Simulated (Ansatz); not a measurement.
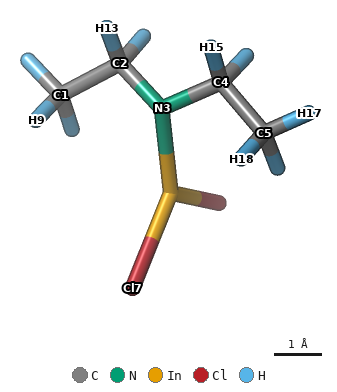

C₄H₁₀Cl₂InN, before the relaxation. The picture is a stick view, seen at a tilt.

The start comes from PBE-D4/def2-SVP.

Level of theory: RKS PBE0-D4/def2-TZVP (Ansatz 0.2.0).

Input file:
```yaml
crystal:
  periodic: [false, false, false]
  atoms:
    - {symbol: C, position_ang: [2.406662, 0.103853, -0.555774]}
    - {symbol: C, position_ang: [1.364666, -0.674130, 0.238613]}
    - {symbol: N, position_ang: [0.118334, 0.065721, 0.358307]}
    - {symbol: C, position_ang: [-0.952168, -0.659488, 1.024229]}
    - {symbol: C, position_ang: [-2.253033, 0.133738, 1.024984]}
    - {symbol: In, position_ang: [-0.481609, 0.990207, -1.430646]}
    - {symbol: Cl, position_ang: [-0.538146, 3.341580, -1.633063]}
    - {symbol: Cl, position_ang: [-1.151467, -0.157804, -3.405330]}
    - {symbol: H, position_ang: [2.591759, 1.100196, -0.107200]}
    - {symbol: H, position_ang: [3.369525, -0.440800, -0.617152]}
    - {symbol: H, position_ang: [2.077728, 0.255295, -1.614671]}
    - {symbol: H, position_ang: [1.230325, -1.694131, -0.209857]}
    - {symbol: H, position_ang: [1.755686, -0.852539, 1.270541]}
    - {symbol: H, position_ang: [-1.130097, -1.679131, 0.590331]}
    - {symbol: H, position_ang: [-0.636499, -0.838041, 2.081612]}
    - {symbol: H, position_ang: [-2.633334, 0.287271, -0.016626]}
    - {symbol: H, position_ang: [-3.060712, -0.400481, 1.562719]}
    - {symbol: H, position_ang: [-2.115222, 1.129984, 1.490883]}
basis:
  gaussian: {orbitals: def2-TZVP}
hamiltonian: {xc: pbe0, dispersion: d4}
relax: {f_tol: 0.005, max_steps: 150}
```

Launched with:
```bash
ansatz run in.yaml --threads 4 --pin off --events-out ev --progress --plain --max-ram 66560MiB --backend cuda --devices 0, --max-vram 37GiB
```

Where does the relaxation end?

Answer. The energy falls by 11.2 kJ/mol in 8 accepted moves (9 points after the start). The largest force component goes from 0.62 to 0.0023 eV/Å. The line search rejected the trial step at point 7 of the run. The largest move after the best rigid fit is that of Cl8, 0.14 Å. By element the largest moves are Cl 0.14 Å, H 0.13 Å, In 0.08 Å, C 0.05 Å, N 0.02 Å. Some distances before and after: C1–In6 3.145 → 3.085 Å, N3–In6 2.101 → 2.041 Å, In6–Cl7 2.361 → 2.312 Å, In6–Cl8 2.380 → 2.332 Å. The run took about 30 s of wall time on a shared GPU.

The structure at the end:

```xyz
18

C     2.3717    0.0777   -0.5878
C     1.3578   -0.6684    0.2514
N     0.1125    0.0592    0.3395
C    -0.9379   -0.6524    1.0310
C    -2.2444    0.1086    0.9775
In   -0.4590    1.0269   -1.3639
Cl   -0.5064    3.3332   -1.5175
Cl   -1.1197   -0.0461   -3.3260
H     2.5241    1.0913   -0.2086
H     3.3369   -0.4313   -0.6007
H     2.0526    0.1375   -1.6411
H     1.2200   -1.6856   -0.1537
H     1.7580   -0.7949    1.2684
H    -1.0868   -1.6700    0.6311
H    -0.6385   -0.7766    2.0824
H    -2.6313    0.1671   -0.0529
H    -3.0241   -0.3881    1.5574
H    -2.1231    1.1232    1.3653
```

The end point in the same view:

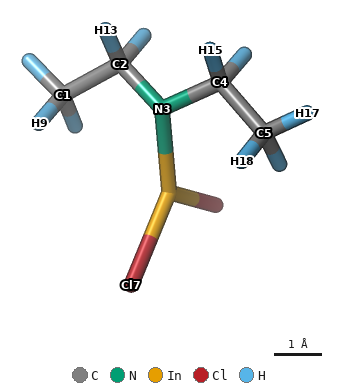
